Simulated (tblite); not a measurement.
**Geometry relaxation, with input and output: BSi3H7O6 (part 2 of 2)**

Continued. System: BSi3H7O6, SMILES OB(O)O[SiH]1O[SiH2]O[SiH2]O1. Method: GFN2-xTB geometry optimisation, gas phase (tblite 0.8.0). 

Geometry of the input (Å):
```
O  -0.9893  -1.5670  -0.0765
Si -2.5715  -0.8465  -0.0870
O  -2.7403  0.3902  1.0818
Si -1.7874  1.7012  0.5468
O  -0.6908  1.1475  -0.6296
Si 0.1268  -0.2418  -0.0135
O  1.4642  -0.5157  -1.0208
B  2.7332  -0.5369  -0.2933
O  3.4180  0.7656  -0.2590
O  3.6061  -1.6697  -0.6214
H  -3.5171  -1.9306  0.1758
H  -2.8087  -0.2463  -1.4185
H  -1.0158  2.2451  1.6733
H  -2.5928  2.7959  0.0427
H  0.4923  0.0402  1.4007
H  3.8476  0.9151  0.6021
H  3.0374  -2.4855  -0.6586
```

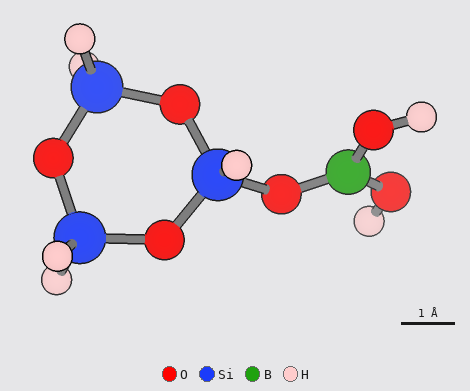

**Figure 1.** The geometry at step 152 of the log (ball-and-stick view, seen at a tilt).

## Trajectory as extended XYZ, continued
```
17
Properties=species:S:1:pos:R:3:forces:R:3 step=88 energy=-950.59418
O    -1.0650   -1.2958    0.0804   -0.0240   0.0410   0.0290
Si   -2.6098   -0.8770   -0.1869    0.0330   0.0120  -0.0260
O    -2.7982    0.7125    0.0962    0.0090   0.0100   0.0150
Si   -1.7029    1.8708    0.4146    0.0350  -0.0240   0.0170
O    -0.2379    1.1758    0.5558   -0.0630  -0.0030  -0.0230
Si    0.1475   -0.3927    0.6618   -0.0170   0.0060  -0.0150
O     1.3866   -0.7996   -0.2684    0.0160   0.0050  -0.0030
B     2.6835   -0.4673   -0.4264    0.0500   0.0290  -0.0200
O     3.2233    0.5616    0.2644    0.0110   0.0040   0.0260
O     3.4626   -1.1753   -1.2889   -0.0200   0.0120  -0.0120
H    -3.4267   -1.5602    0.7996   -0.0140  -0.0160   0.0280
H    -2.8436   -1.1003   -1.6034   -0.0430  -0.0230  -0.0270
H    -2.0637    2.4235    1.7114    0.0030  -0.0090  -0.0090
H    -1.6384    2.7539   -0.7384    0.0190  -0.0070  -0.0060
H     0.3537   -0.7263    2.0589    0.0130   0.0010   0.0160
H     4.1435    0.7345    0.0575   -0.0240  -0.0370   0.0070
H     2.9974   -1.8770   -1.7435    0.0180  -0.0030   0.0020
17
Properties=species:S:1:pos:R:3:forces:R:3 step=96 energy=-950.59725
O    -1.0763   -1.3001    0.1250    0.0040  -0.0120  -0.0080
Si   -2.6125   -0.8792   -0.1842    0.0120  -0.0070   0.0100
O    -2.7824    0.7216    0.0403   -0.0220  -0.0050   0.0080
Si   -1.6871    1.8695    0.3961   -0.0030  -0.0230  -0.0120
O    -0.2394    1.1611    0.6000    0.0120   0.0100  -0.0010
Si    0.1500   -0.4064    0.6907   -0.0040   0.0040  -0.0080
O     1.3768   -0.7921   -0.2659    0.0010  -0.0290  -0.0090
B     2.6733   -0.4571   -0.4286   -0.0120   0.0170   0.0010
O     3.2245    0.5316    0.3096    0.0010   0.0050   0.0050
O     3.4349   -1.1224   -1.3382    0.0060  -0.0030  -0.0090
H    -3.4416   -1.5279    0.8183   -0.0070   0.0060   0.0120
H    -2.8506   -1.1608   -1.5915   -0.0040   0.0110   0.0080
H    -2.0862    2.4343    1.6758   -0.0030   0.0050  -0.0100
H    -1.5621    2.7319   -0.7673   -0.0040   0.0180  -0.0010
H     0.3847   -0.7481    2.0815   -0.0100   0.0050   0.0010
H     4.1393    0.7160    0.0931    0.0240  -0.0210   0.0100
H     2.9668   -1.8112   -1.8096    0.0100   0.0210   0.0010
17
Properties=species:S:1:pos:R:3:forces:R:3 step=104 energy=-950.59870
O    -1.0795   -1.3103    0.1441    0.0040  -0.0180  -0.0060
Si   -2.6129   -0.8875   -0.1743   -0.0120   0.0270   0.0030
O    -2.7794    0.7172    0.0292    0.0020   0.0110  -0.0010
Si   -1.6821    1.8641    0.3797    0.0120  -0.0120   0.0040
O    -0.2383    1.1524    0.6030   -0.0010   0.0180  -0.0060
Si    0.1512   -0.4144    0.6987   -0.0140   0.0070  -0.0010
O     1.3742   -0.7995   -0.2643    0.0050   0.0050   0.0060
B     2.6673   -0.4499   -0.4277   -0.0080  -0.0010  -0.0040
O     3.2273    0.5172    0.3330    0.0020  -0.0190   0.0090
O     3.4235   -1.0839   -1.3633    0.0280  -0.0210  -0.0090
H    -3.4576   -1.5103    0.8318    0.0140  -0.0110   0.0100
H    -2.8511   -1.1753   -1.5800    0.0020  -0.0080   0.0030
H    -2.0916    2.4426    1.6495   -0.0030   0.0060   0.0080
H    -1.5347    2.7272   -0.7810   -0.0190  -0.0060  -0.0120
H     0.3910   -0.7486    2.0902   -0.0090   0.0010  -0.0010
H     4.1466    0.6871    0.1216   -0.0060   0.0010   0.0100
H     2.9583   -1.7671   -1.8451    0.0010   0.0190  -0.0110
17
Properties=species:S:1:pos:R:3:forces:R:3 step=112 energy=-950.60248
O    -1.0901   -1.3326    0.1763    0.0910   0.0460  -0.0170
Si   -2.6200   -0.8959   -0.1365   -0.0490  -0.0300   0.0090
O    -2.7626    0.7157    0.0023   -0.0500  -0.0150   0.0050
Si   -1.6627    1.8636    0.3380   -0.0010  -0.0490  -0.0210
O    -0.2246    1.1500    0.5801   -0.0290  -0.0550   0.0090
Si    0.1468   -0.4231    0.6909    0.0850   0.0320   0.0520
O     1.3570   -0.8009   -0.2955    0.0430   0.0080   0.0210
B     2.6584   -0.4527   -0.4208   -0.1160   0.0140   0.0280
O     3.2295    0.4131    0.4448    0.0700  -0.0110   0.0470
O     3.4124   -0.9772   -1.4207   -0.0090  -0.0740  -0.0550
H    -3.4420   -1.4797    0.9126   -0.0020   0.0120  -0.0170
H    -2.8777   -1.2370   -1.5264   -0.0130  -0.0010   0.0030
H    -2.0964    2.4737    1.5817    0.0200   0.0270   0.0590
H    -1.5072    2.6862   -0.8458   -0.0100   0.0640  -0.0720
H     0.3943   -0.7262    2.0910    0.0000  -0.0010  -0.0600
H     4.1575    0.5714    0.2586   -0.0450   0.0280   0.0280
H     2.9394   -1.5877   -1.9854    0.0150   0.0050  -0.0190
17
Properties=species:S:1:pos:R:3:forces:R:3 step=120 energy=-950.61746
O    -1.0686   -1.2984    0.0498   -0.0130   0.0360   0.0030
Si   -2.6404   -0.9118   -0.0734    0.0070   0.0010  -0.0170
O    -2.8093    0.6987    0.0776    0.0010  -0.0240   0.0080
Si   -1.7053    1.8716    0.2919    0.0410  -0.0400   0.0040
O    -0.2334    1.1893    0.4170   -0.0570  -0.0290   0.0260
Si    0.1492   -0.3750    0.5880    0.0080  -0.0200   0.0360
O     1.3782   -0.7652   -0.3682    0.0380   0.0280   0.0300
B     2.6993   -0.4838   -0.3930    0.0140   0.0050   0.0190
O     3.2685    0.2365    0.6041    0.0040  -0.0630  -0.0890
O     3.4768   -0.9338   -1.4159   -0.0330   0.0740   0.0600
H    -3.3324   -1.5025    1.0643    0.0190   0.0190  -0.0450
H    -3.0411   -1.2626   -1.4280    0.0130  -0.0060   0.0480
H    -2.0362    2.4954    1.5628    0.0200   0.0120   0.0090
H    -1.6503    2.6789   -0.9136   -0.0320   0.0290  -0.0330
H     0.3499   -0.6560    2.0024    0.0310   0.0260  -0.0900
H     4.2063    0.3919    0.4723   -0.0430  -0.0190   0.0280
H     3.0007   -1.4122   -2.0930   -0.0180  -0.0310   0.0050
17
Properties=species:S:1:pos:R:3:forces:R:3 step=128 energy=-950.62345
O    -1.0604   -1.2813   -0.0121    0.0000   0.0030   0.0230
Si   -2.6418   -0.9175   -0.0373    0.0070  -0.0080  -0.0060
O    -2.8245    0.6887    0.1303    0.0030  -0.0040   0.0000
Si   -1.7219    1.8754    0.2651   -0.0210   0.0290   0.0050
O    -0.2407    1.2105    0.3216   -0.0160   0.0080   0.0000
Si    0.1499   -0.3474    0.5193    0.0170   0.0030   0.0100
O     1.3813   -0.7354   -0.4310    0.0000  -0.0010  -0.0130
B     2.7078   -0.4928   -0.3869    0.0060  -0.0170  -0.0010
O     3.2516    0.1193    0.6898    0.0040  -0.0110  -0.0090
O     3.5043   -0.8809   -1.4179   -0.0070  -0.0050   0.0140
H    -3.2530   -1.5214    1.1367   -0.0090   0.0120  -0.0140
H    -3.1106   -1.2802   -1.3640    0.0030  -0.0060   0.0070
H    -1.9785    2.5108    1.5484   -0.0020   0.0110  -0.0150
H    -1.7492    2.6681   -0.9536   -0.0190  -0.0020   0.0100
H     0.3665   -0.5853    1.9349    0.0110  -0.0230  -0.0030
H     4.1997    0.2465    0.6287    0.0020  -0.0070  -0.0100
H     3.0315   -1.3162   -2.1271    0.0220   0.0170   0.0030
17
Properties=species:S:1:pos:R:3:forces:R:3 step=136 energy=-950.62577
O    -1.0606   -1.2826    0.0133    0.0050  -0.0260  -0.0030
Si   -2.6409   -0.9212   -0.0220   -0.0190  -0.0010   0.0000
O    -2.8246    0.6865    0.1260   -0.0130   0.0160   0.0120
Si   -1.7271    1.8786    0.2481   -0.0090   0.0110  -0.0010
O    -0.2455    1.2124    0.3102    0.0010   0.0130   0.0160
Si    0.1551   -0.3422    0.5194    0.0130  -0.0050   0.0000
O     1.3775   -0.7305   -0.4446    0.0190   0.0160  -0.0070
B     2.7062   -0.5002   -0.3853    0.0150   0.0170   0.0070
O     3.2505    0.0573    0.7218    0.0060  -0.0240  -0.0260
O     3.5094   -0.8357   -1.4293   -0.0230  -0.0210   0.0180
H    -3.2622   -1.5059    1.1550   -0.0050  -0.0040   0.0120
H    -3.1126   -1.3052   -1.3410    0.0100  -0.0010  -0.0120
H    -1.9741    2.5387    1.5217   -0.0050  -0.0140  -0.0250
H    -1.7732    2.6550   -0.9811    0.0070  -0.0030   0.0130
H     0.3884   -0.5878    1.9311    0.0040   0.0160  -0.0030
H     4.2003    0.1776    0.6671   -0.0150  -0.0040  -0.0040
H     3.0455   -1.2339   -2.1654    0.0100   0.0140   0.0020
17
Properties=species:S:1:pos:R:3:forces:R:3 step=144 energy=-950.62709
O    -1.0610   -1.2838    0.0288    0.0090  -0.0090  -0.0050
Si   -2.6434   -0.9265   -0.0035    0.0020   0.0010  -0.0020
O    -2.8318    0.6819    0.1377    0.0060   0.0030  -0.0030
Si   -1.7349    1.8772    0.2322   -0.0160   0.0200   0.0040
O    -0.2507    1.2188    0.2985   -0.0130   0.0100  -0.0020
Si    0.1577   -0.3337    0.5088    0.0110   0.0080   0.0070
O     1.3728   -0.7071   -0.4708   -0.0010  -0.0120  -0.0100
B     2.7049   -0.5081   -0.3857    0.0060   0.0170   0.0070
O     3.2448   -0.0139    0.7526    0.0110   0.0040  -0.0060
O     3.5177   -0.8083   -1.4314    0.0070  -0.0070   0.0020
H    -3.2594   -1.5021    1.1819    0.0030  -0.0030  -0.0140
H    -3.1089   -1.3199   -1.3233    0.0000   0.0030   0.0140
H    -1.9778    2.5577    1.4941   -0.0090  -0.0060   0.0060
H    -1.7884    2.6415   -1.0035    0.0020  -0.0090  -0.0080
H     0.4122   -0.5617    1.9185   -0.0010  -0.0020   0.0170
H     4.1954    0.1040    0.7081   -0.0040  -0.0160   0.0070
H     3.0631   -1.1552   -2.1978   -0.0130  -0.0040  -0.0130
17
Properties=species:S:1:pos:R:3:forces:R:3 step=152 energy=-950.62791
O    -1.0529   -1.2757    0.0239   -0.0020   0.0030   0.0040
Si   -2.6380   -0.9283    0.0126   -0.0040  -0.0150  -0.0070
O    -2.8392    0.6795    0.1370    0.0140   0.0000   0.0030
Si   -1.7492    1.8821    0.2209   -0.0070   0.0100   0.0000
O    -0.2616    1.2324    0.2948    0.0060   0.0040   0.0010
Si    0.1621   -0.3172    0.4977    0.0020   0.0030   0.0090
O     1.3724   -0.6770   -0.4941   -0.0050   0.0010  -0.0010
B     2.7078   -0.5117   -0.3885   -0.0020   0.0180   0.0010
O     3.2421   -0.0695    0.7733    0.0130  -0.0100   0.0060
O     3.5271   -0.7927   -1.4345   -0.0010   0.0030   0.0070
H    -3.2375   -1.5000    1.2083    0.0100   0.0040  -0.0040
H    -3.1202   -1.3397   -1.2944   -0.0010   0.0000  -0.0090
H    -1.9998    2.5693    1.4782   -0.0020  -0.0030  -0.0110
H    -1.7986    2.6285   -1.0264   -0.0120   0.0000   0.0060
H     0.4264   -0.5443    1.9062   -0.0030   0.0000   0.0040
H     4.1966    0.0173    0.7519    0.0070  -0.0050  -0.0020
H     3.0745   -1.0923   -2.2218   -0.0130  -0.0130  -0.0080
17
Properties=species:S:1:pos:R:3:forces:R:3 step=160 energy=-950.62885
O    -1.0383   -1.2610    0.0196   -0.0060   0.0120  -0.0060
Si   -2.6282   -0.9348    0.0232    0.0070  -0.0120   0.0000
O    -2.8450    0.6700    0.1474   -0.0100   0.0130  -0.0070
Si   -1.7722    1.8886    0.2086   -0.0130   0.0030   0.0190
O    -0.2760    1.2603    0.2923    0.0010  -0.0100  -0.0120
Si    0.1650   -0.2857    0.4903    0.0010   0.0010   0.0030
O     1.3745   -0.6200   -0.5111   -0.0120  -0.0030  -0.0020
B     2.7133   -0.5135   -0.3879    0.0150  -0.0200  -0.0050
O     3.2557   -0.1505    0.7972    0.0240   0.0160   0.0190
O     3.5340   -0.7839   -1.4356    0.0150   0.0150   0.0120
H    -3.2044   -1.5047    1.2305   -0.0020  -0.0110  -0.0030
H    -3.1234   -1.3521   -1.2773    0.0100  -0.0070  -0.0010
H    -2.0303    2.5851    1.4589    0.0020   0.0090  -0.0110
H    -1.8456    2.6145   -1.0496    0.0050   0.0040   0.0090
H     0.4338   -0.5151    1.8976    0.0020   0.0080   0.0020
H     4.2132   -0.1013    0.7824   -0.0010  -0.0080   0.0050
H     3.0858   -1.0350   -2.2415   -0.0370  -0.0110  -0.0200
17
Properties=species:S:1:pos:R:3:forces:R:3 step=168 energy=-950.63053
O    -1.0171   -1.2437    0.0233   -0.0120  -0.0030  -0.0040
Si   -2.6118   -0.9431    0.0185    0.0100   0.0040  -0.0010
O    -2.8557    0.6582    0.1465    0.0030   0.0210   0.0080
Si   -1.8013    1.8933    0.2085   -0.0060   0.0090   0.0060
O    -0.2969    1.2862    0.3021    0.0030   0.0040   0.0010
Si    0.1701   -0.2521    0.5010   -0.0200   0.0050   0.0100
O     1.3839   -0.5642   -0.5003    0.0070  -0.0090   0.0230
B     2.7263   -0.5180   -0.3824    0.0010   0.0030  -0.0070
O     3.2938   -0.2027    0.8055    0.0170   0.0040  -0.0240
O     3.5194   -0.7988   -1.4493    0.0020  -0.0040  -0.0030
H    -3.1812   -1.5282    1.2214   -0.0140  -0.0100  -0.0030
H    -3.0889   -1.3613   -1.2883    0.0000  -0.0120  -0.0020
H    -2.0772    2.6103    1.4433    0.0040  -0.0280   0.0050
H    -1.8760    2.6156   -1.0505    0.0010   0.0030  -0.0210
H     0.4313   -0.4798    1.9100    0.0140   0.0120  -0.0050
H     4.2524   -0.1901    0.7834   -0.0140  -0.0120   0.0000
H     3.0410   -1.0208   -2.2478    0.0040   0.0110   0.0170
17
Properties=species:S:1:pos:R:3:forces:R:3 step=176 energy=-950.63198
O    -1.0071   -1.2358    0.0646   -0.0060   0.0080   0.0120
Si   -2.6039   -0.9484    0.0141    0.0150   0.0030  -0.0030
O    -2.8598    0.6506    0.1526   -0.0200   0.0030  -0.0060
Si   -1.8191    1.8980    0.2027   -0.0040  -0.0120   0.0050
O    -0.3102    1.3054    0.3111    0.0160   0.0000  -0.0080
Si    0.1716   -0.2263    0.5266    0.0060  -0.0010   0.0000
O     1.3860   -0.5370   -0.4736    0.0020   0.0080  -0.0040
B     2.7300   -0.5216   -0.3779    0.0040   0.0000  -0.0090
O     3.3281   -0.2457    0.8045   -0.0030  -0.0110   0.0050
O     3.5002   -0.7954   -1.4635    0.0010  -0.0060  -0.0140
H    -3.2085   -1.5523    1.1910    0.0020   0.0080  -0.0110
H    -3.0349   -1.3651   -1.3106   -0.0060   0.0040   0.0130
H    -2.1080    2.6209    1.4312    0.0020  -0.0200  -0.0040
H    -1.8934    2.6028   -1.0672   -0.0010   0.0030  -0.0020
H     0.4493   -0.4298    1.9351   -0.0070   0.0020   0.0140
H     4.2856   -0.2741    0.7648    0.0000   0.0070  -0.0010
H     3.0061   -0.9854   -2.2606   -0.0010   0.0060   0.0140
17
Properties=species:S:1:pos:R:3:forces:R:3 step=184 energy=-950.63251
O    -1.0020   -1.2290    0.0886   -0.0040  -0.0040   0.0030
Si   -2.5989   -0.9491    0.0124    0.0080  -0.0080   0.0010
O    -2.8662    0.6481    0.1473    0.0060  -0.0020  -0.0070
Si   -1.8256    1.8955    0.1975   -0.0110   0.0060   0.0060
O    -0.3131    1.3138    0.3120    0.0020   0.0020  -0.0040
Si    0.1761   -0.2136    0.5402   -0.0050   0.0010  -0.0050
O     1.3886   -0.5190   -0.4639    0.0050  -0.0040   0.0030
B     2.7334   -0.5237   -0.3771   -0.0030  -0.0020   0.0000
O     3.3427   -0.2749    0.8058   -0.0090  -0.0040   0.0000
O     3.4918   -0.7909   -1.4725   -0.0040  -0.0090  -0.0170
H    -3.2187   -1.5576    1.1781    0.0000   0.0040   0.0070
H    -3.0166   -1.3676   -1.3156    0.0030   0.0000  -0.0020
H    -2.1219    2.6155    1.4252    0.0010  -0.0050   0.0020
H    -1.8992    2.5948   -1.0752    0.0010   0.0100  -0.0030
H     0.4537   -0.4064    1.9505   -0.0020   0.0010   0.0010
H     4.2994   -0.3101    0.7592    0.0040   0.0020  -0.0020
H     2.9884   -0.9647   -2.2676    0.0060   0.0100   0.0180
17
Properties=species:S:1:pos:R:3:forces:R:3 step=192 energy=-950.63290
O    -0.9947   -1.2268    0.1093   -0.0040  -0.0020  -0.0010
Si   -2.5921   -0.9541    0.0192    0.0120  -0.0010  -0.0080
O    -2.8670    0.6432    0.1343   -0.0030   0.0050   0.0000
Si   -1.8351    1.8973    0.1869   -0.0060  -0.0040   0.0120
O    -0.3193    1.3233    0.3001    0.0040   0.0020   0.0010
Si    0.1787   -0.1989    0.5444   -0.0040   0.0020  -0.0020
O     1.3911   -0.5011   -0.4605   -0.0050   0.0030  -0.0040
B     2.7355   -0.5276   -0.3760   -0.0010  -0.0240   0.0050
O     3.3482   -0.3228    0.8134   -0.0020   0.0090   0.0020
O     3.4874   -0.7776   -1.4802   -0.0060   0.0030  -0.0020
H    -3.2170   -1.5535    1.1873    0.0030   0.0040  -0.0040
H    -2.9944   -1.3791   -1.3112   -0.0090  -0.0150  -0.0020
H    -2.1379    2.6099    1.4180    0.0060  -0.0010  -0.0090
H    -1.9113    2.5977   -1.0854    0.0010   0.0060   0.0070
H     0.4593   -0.3803    1.9552    0.0020   0.0100   0.0080
H     4.3045   -0.3682    0.7665    0.0040  -0.0020  -0.0060
H     2.9762   -0.9205   -2.2763    0.0080   0.0060   0.0020
17
Properties=species:S:1:pos:R:3:forces:R:3 step=200 energy=-950.63350
O    -0.9819   -1.2179    0.1268   -0.0010   0.0030  -0.0010
Si   -2.5810   -0.9603    0.0250    0.0020  -0.0060   0.0030
O    -2.8705    0.6365    0.1050   -0.0010  -0.0010  -0.0040
Si   -1.8511    1.9000    0.1721   -0.0050  -0.0040   0.0080
O    -0.3296    1.3411    0.2805    0.0020  -0.0010   0.0050
Si    0.1813   -0.1732    0.5479    0.0060   0.0020  -0.0070
O     1.3943   -0.4708   -0.4571    0.0130   0.0020  -0.0020
B     2.7367   -0.5408   -0.3715    0.0100   0.0100   0.0110
O     3.3539   -0.4018    0.8258   -0.0080  -0.0080  -0.0150
O     3.4849   -0.7586   -1.4852   -0.0060   0.0050   0.0040
H    -3.1985   -1.5386    1.2071   -0.0110  -0.0060   0.0040
H    -2.9793   -1.4229   -1.2940   -0.0030  -0.0010   0.0000
H    -2.1613    2.5991    1.4089    0.0040   0.0050  -0.0010
H    -1.9349    2.6119   -1.0927    0.0040   0.0020  -0.0010
H     0.4676   -0.3295    1.9609   -0.0070   0.0060   0.0000
H     4.3086   -0.4724    0.7747   -0.0040  -0.0010  -0.0010
H     2.9730   -0.8409   -2.2892    0.0050  -0.0060  -0.0010
17
Properties=species:S:1:pos:R:3:forces:R:3 step=202 energy=-950.63370
O    -0.9784   -1.2133    0.1195   -0.0010   0.0000   0.0000
Si   -2.5794   -0.9627    0.0284    0.0010   0.0000   0.0000
O    -2.8728    0.6336    0.1125    0.0010   0.0000   0.0000
Si   -1.8574    1.9006    0.1744    0.0010   0.0000   0.0000
O    -0.3327    1.3476    0.2699   -0.0020   0.0010   0.0000
Si    0.1829   -0.1647    0.5378    0.0000   0.0000   0.0000
O     1.3978   -0.4581   -0.4664    0.0030   0.0000   0.0000
B     2.7389   -0.5403   -0.3724   -0.0010   0.0000   0.0000
O     3.3490   -0.4109    0.8291    0.0010  -0.0010  -0.0020
O     3.4930   -0.7630   -1.4810   -0.0020   0.0000   0.0000
H    -3.1924   -1.5462    1.2109    0.0000   0.0000   0.0000
H    -2.9848   -1.4242   -1.2890    0.0000   0.0000   0.0000
H    -2.1592    2.5991    1.4135    0.0000   0.0000  -0.0010
H    -1.9505    2.6146   -1.0888    0.0000   0.0000   0.0000
H     0.4670   -0.3164    1.9518    0.0000   0.0000   0.0000
H     4.3034   -0.4898    0.7840   -0.0030  -0.0010   0.0000
H     2.9877   -0.8451   -2.2891    0.0010   0.0010   0.0010
```

## Results in brief

- outcome: converged
- total energy: −950.6337 eV
- hardware: 1 CPU thread, shared host
- wall time: 8.2 s
- peak memory: 0.18 GiB
